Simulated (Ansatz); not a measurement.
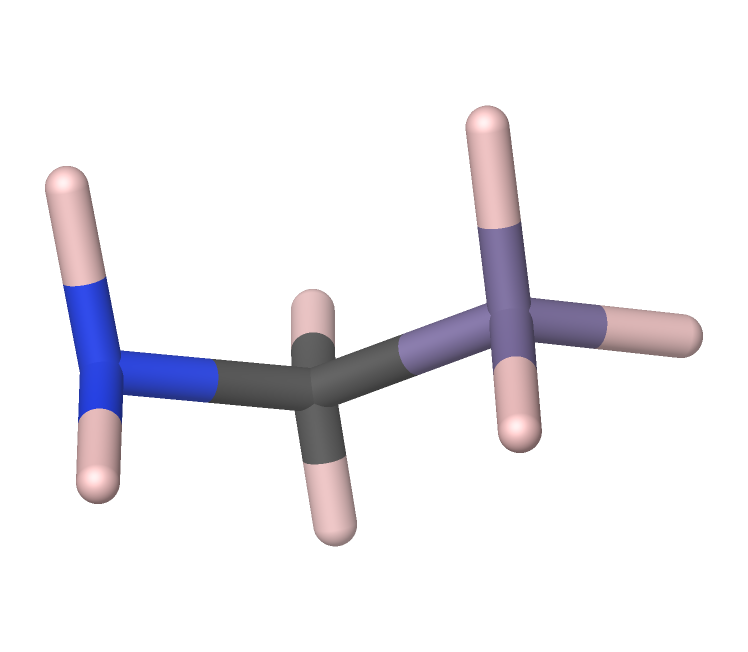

The picture shows a molecular structure as a stick model. Every bond is drawn as one stick, whatever its order. Colours: silicon blue, carbon dark grey, germanium purple, hydrogen pink.

State: neutral, doublet.

Count the atoms of each element.

Answer. CH7GeSi, 10 atoms: 1 carbon, 7 hydrogen, 1 germanium and 1 silicon.

Name functional groups in it.

Answer. Among them: Si–H bond.

How many atoms are distinct by symmetry?

Answer. 7: 1 Si, 1 C, 1 Ge, 2 H, 2 H, 1 H, 2 H.

The parts below concern this one geometry. Atoms keep their numbers from picture to picture. The geometry was computed by an optimisation with PBE0-D4/def2-TZVP.

## Dipole moment

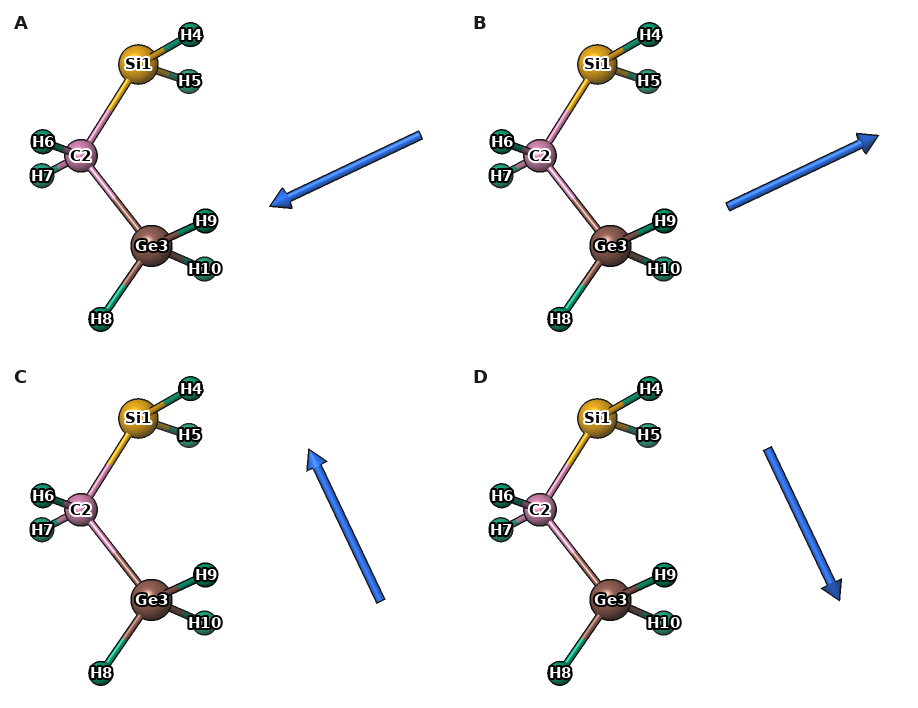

The same molecule four times, each with an arrow. Method: UKS PBE0-D4/def2-TZVP (Ansatz 0.2.0).

Which arrow points along the dipole moment, from the negative to the positive end?

Answer. A. The dipole moment is 0.91 D; it points from the side of H4, H5 to the side of H8 (the outermost atoms at the two ends).

## Vibrations

Harmonic vibrations computed with UKS PBE0-D4/def2-TZVP (Ansatz 0.2.0) at a stationary point of the same level.

How many vibrational modes are there, and where do they lie?

Answer. 24 modes: 85, 144, 149, 451, 504, 544, 565, 706, 744, 798, 839, 882, 885, 918, 1024, 1052, 1393, 2132, 2155, 2158, 2184, 2208, 3073, 3133 cm⁻¹.

## Charges

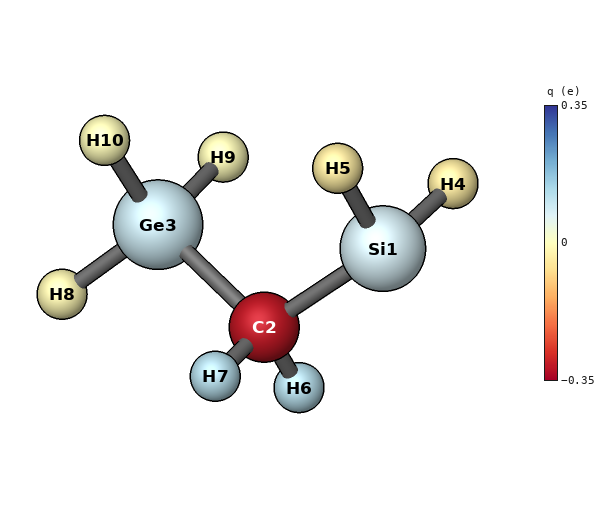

Atoms are coloured by their Mulliken charges. Level of theory: UKS PBE-D4/def2-TZVPP (Ansatz 0.2.0).

Which atom carries the highest charge (most positive or least negative)?

Answer. H6, H7 (0.12 e).

And the lowest?

Answer. C2 (−0.31 e).

Give the Mulliken charges atom by atom.

| atom | value (e) |
| --- | --- |
| Si1 | 0.08 |
| C2 | −0.31 |
| Ge3 | 0.10 |
| H4 | −0.04 |
| H5 | −0.04 |
| H6 | 0.12 |
| H7 | 0.12 |
| H8 | −0.01 |
| H9 | −0.01 |
| H10 | −0.01 |

Mulliken values depend strongly on the basis set and can even reverse the polarity of a bond.
